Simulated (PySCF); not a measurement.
# CCl2, SMILES `Cl[C]Cl`: electronic structure

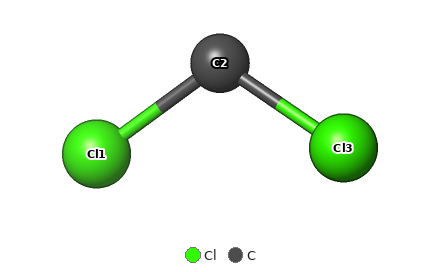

The molecule, with its atoms numbered as below. No frequency check shows the geometry to be a minimum.

Cartesian coordinates (Å):

```
Cl1      1.3937    0.1386    0.0000
C2      -0.0000   -0.7855    0.0000
Cl3     -1.3937    0.1386    0.0000
```

Part 1: Excited states

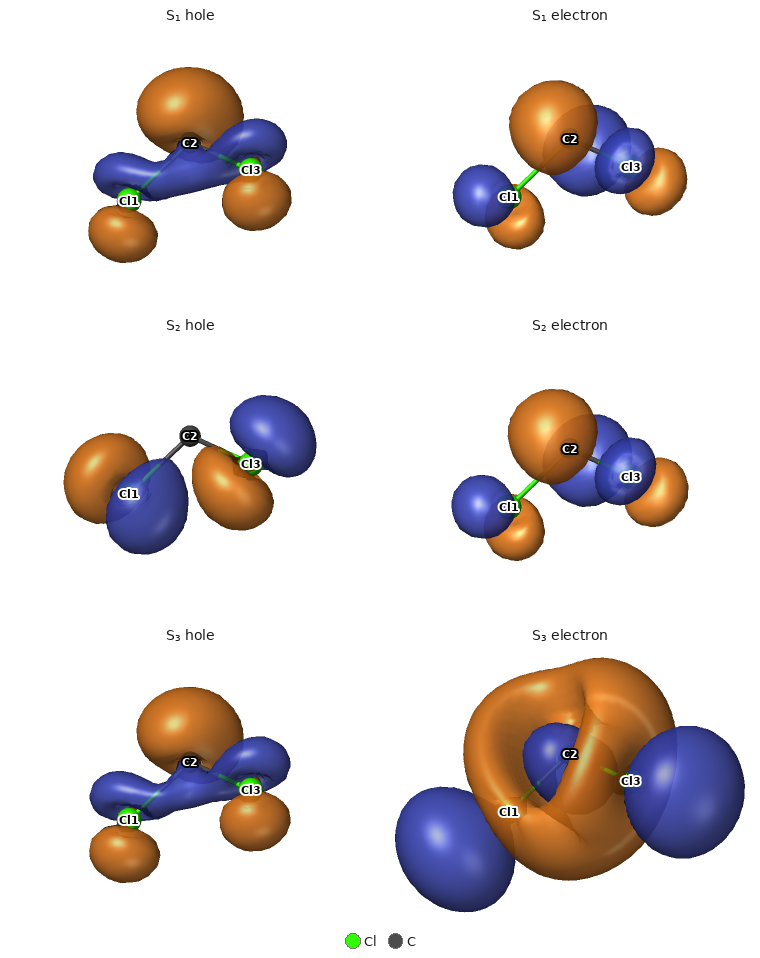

Leading natural transition orbitals (full linear response singlet states).

Method: BHandHLYP/aug-cc-pVDZ; geometry: GFN2-xTB; program: PySCF.

Question: Describe these excited states.

Answer: By state:
- S₁: 2.25 eV (552 nm), f = 0.002 (very weak); the leading pair carries 100 %; hole on C2 (59 %) and Cl1 and Cl3 (20 % each), electron on C2 (60 %) and Cl1 and Cl3 (20 % each); their centroids lie 0.2 Å apart.
- S₂: 5.16 eV (240 nm), f = 0.000 (dark); the leading pair carries 100 %; hole on Cl1 and Cl3 (48 % each), electron on C2 (58 %) and Cl1 and Cl3 (21 % each); their centroids lie 0.5 Å apart.
- S₃: 6.06 eV (205 nm), f = 0.021, partly diffuse acceptor orbital; the leading pair carries 97 %; hole on C2 (56 %) and Cl1 and Cl3 (22 % each), electron on C2 (34 %) and Cl1 and Cl3 (33 % each) (atom shares of so diffuse an orbital are rough); their centroids lie 0.5 Å apart.

Part 2: Removing or adding an electron

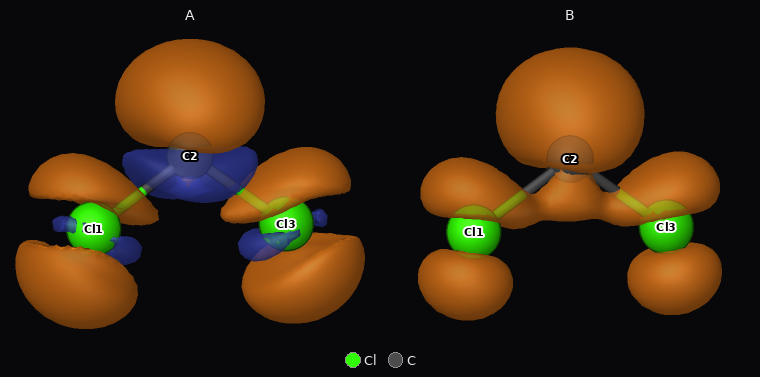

The Fukui function f⁻ from two separate SCF calculations and the density of the HOMO, at ±0.03 e/Å³ (orange positive, blue negative).

Level of theory: TPSSh/def2-SVP (PySCF), at a geometry from GFN2-xTB.

Question: Which panel is which, and how good is the frozen-orbital picture?

Answer: A is f⁻ (it has negative regions), B the HOMO density. The HOMO lies on C2 (59 %) and Cl1 and Cl3 (20 % each); f⁻ (Hirshfeld-condensed) is largest on C2 (0.37) and Cl1 and Cl3 (0.32 each); the vertical ionisation energy is 9.40 eV. Relaxation shifts 23 % of the electron between atoms. The orbital energy is −6.22 eV.

Part 3: Stretching a bond

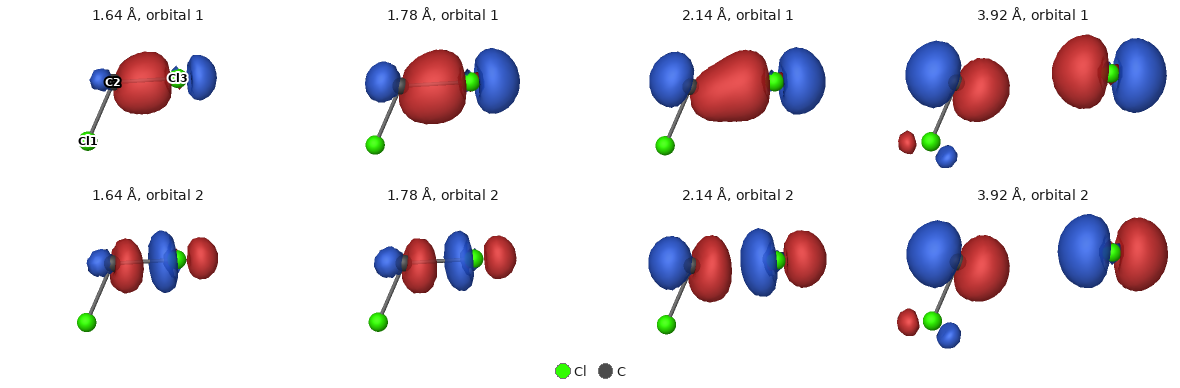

Rigid stretch of the C2–Cl3 bond. The two CASSCF(2,2) natural orbitals nearest half filling (orbital 1 the more occupied).

Method: def2-TZVP basis; geometry: GFN2-xTB; program: PySCF.

Question: How do the occupations change along the stretch?

Answer: 1.64 Å: 1.98 and 0.02; 1.78 Å: 1.97 and 0.03; 2.14 Å: 1.91 and 0.09; 3.92 Å: 1.12 and 0.88. At the longest distance computed (4.98 Å) they are 1.02 and 0.98, and the effective number of unpaired electrons is 2.0.

UHF already breaks spin symmetry near equilibrium here (⟨S²⟩ = 0.55 at 1.78 Å), for reasons apart from this bond.

Question: How much energy does the stretch cost?

Answer: By CASSCF, 2.4 eV from the lowest point of the scan (1.78 Å) to 4.98 Å; RHF gives 5.7 eV from its own lowest point. The fragments aren't relaxed and dynamic correlation is missing, so this isn't a bond dissociation energy.

The PySCF runs shown took 2 min, 56 s and 7.8 min on 1 thread of Arm Neoverse V1, with other jobs on the host.
